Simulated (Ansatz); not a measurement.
# UB3LYP/STO-3G run of OF (Oxygen monofluoride)

Aim: the vertical electron affinity of OF (Oxygen monofluoride) at UB3LYP/STO-3G, from 2 runs. 

Program for the calculation: Ansatz 0.2.0.

43 further runs of the same task are left out: 6 that didn't finish, 37 set aside as unsound or not needed.

## 1. Starting point

OF: 2 atoms, total charge 0, spin state doublet. As SMILES, `[O]F`. The shape is that of a GFN2-xTB optimisation.

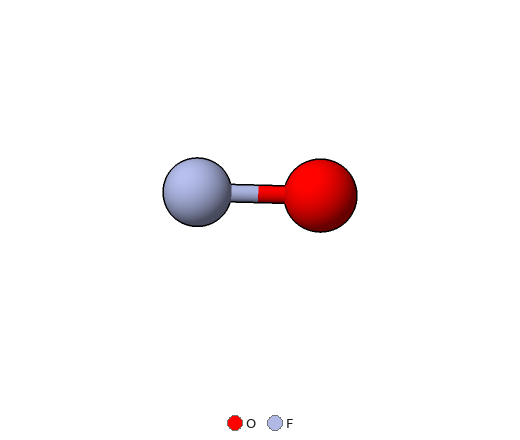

The structure, seen from a chosen angle (oxygen red, fluorine light blue).

## 2. A single-point energy at UB3LYP/STO-3G

input.yaml

```yaml
crystal:
  periodic: [false, false, false]
  atoms:
    - symbol: O
      position_ang: [0.000000, 0.000000, 0.000000]
    - symbol: F
      position_ang: [0.000000, 0.000000, 1.298450]
basis:
  gaussian:
    orbitals: STO-3G
magnetization:
  spin_polarized: true
  initial_magnetization: 1
hamiltonian:
  xc: {name: B3LYP}
accuracy: high
```

On the command line:

```bash
$ ansatz run input.yaml --threads 1 --pin off --max-ram 2610MiB --events-out events.jsonl --progress --plain --runs-dir runs
```

Log:

```text
Warning: RAYON_NUM_THREADS=1 ignored (pool sized by the plan → 1); use --threads N
Functional definition: B3LYP
  name "B3LYP"
  parameter a0 = 0.2
  parameter ax = 0.72
  parameter ac = 0.81
  exchange = (1 - a0 - ax)*slater_x + ax*b88_x + a0*exact_x
  correlation = (1 - ac)*vwn_rpa_c + ac*lyp_c
149 factors; integrals over basis functions are off by at most 4.4e-8 eV
mean field evaluation 1: about -4690.9628 eV, gradient 1.4e1 eV
mean field evaluation 2: about -4690.0694 eV, gradient 1.8e1 eV
mean field evaluation 4: about -4692.2189 eV, gradient 5.3e-1 eV
mean field evaluation 8: about -4692.2206 eV, gradient 7.5e-3 eV
mean field evaluation 16: about -4692.2206 eV, gradient 6.7e-8 eV
mean field -4692.22062925 eV, -172.4359276236 hartree, gradient 6.7e-8 eV, S^2 0.750505; 0 other end points of the search recorded, 0 dependent functions left out
reference -4692.22064010 eV, -172.4359280224 hartree; 9, 8 occupied and 1, 2 virtual orbitals, 149 factors
Total energy: -4692.22064010 eV, -172.4359280224 hartree
```

Wall time 0.64 s (1 thread of Arm Neoverse V1, shared host).

## 3. The singlet anion at the same level

job.yaml

```yaml
crystal:
  periodic: [false, false, false]
  atoms:
    - {symbol: O, position_ang: [0.000000, 0.000000, 0.000000]}
    - {symbol: F, position_ang: [0.000000, 0.000000, 1.298450]}
basis:
  gaussian:
    orbitals: STO-3G
accuracy: high
total_charge: -1
hamiltonian:
  xc: {name: B3LYP}
```

On the command line:

```bash
$ ansatz run job.yaml --threads 1 --pin off --max-ram 2610MiB --events-out events.jsonl --progress --plain --runs-dir runs
```

Log (excerpt; [...] marks lines left out):

```text
Warning: RAYON_NUM_THREADS=1 ignored (pool sized by the plan → 1); use --threads N
[... 7 set-up lines as earlier in the session ...]
149 factors; integrals over basis functions are off by at most 4.4e-8 eV
mean field evaluation 1: about -4683.3177 eV, gradient 2.5e1 eV
mean field evaluation 2: about -4684.4128 eV, gradient 1.7e1 eV
mean field evaluation 4: about -4685.4115 eV, gradient 7.0e-3 eV
mean field evaluation 8: about -4685.4198 eV, gradient 6.3e-4 eV
mean field -4685.41982673 eV, -172.1860027406 hartree, gradient 1.6e-8 eV, S^2 0.000000; 0 other end points of the search recorded, 0 dependent functions left out
reference -4685.41983758 eV, -172.1860031396 hartree; 9, 9 occupied and 1, 1 virtual orbitals, 149 factors
Total energy: -4685.41983758 eV, -172.1860031396 hartree
```

It took 0.34 s on 1 thread of Arm Neoverse V1, shared host.

## 4. What came out

Level: UB3LYP/STO-3G.

| quantity | value |
| --- | --- |
| doublet OF: total energy | -172.43593 Eh |
| doublet OF: ⟨S²⟩ | 0.751 |
| singlet anion: total energy | -172.18600 Eh |
| vertical electron affinity (to the singlet anion) | -6.801 eV |

In words: The anion lies 6.80 eV (656 kJ/mol) above the neutral: the electron isn't bound at this level, and such a value depends on the basis. Without diffuse functions anions come out too high. In a minimal basis such a difference can be off by several eV, whatever the method.
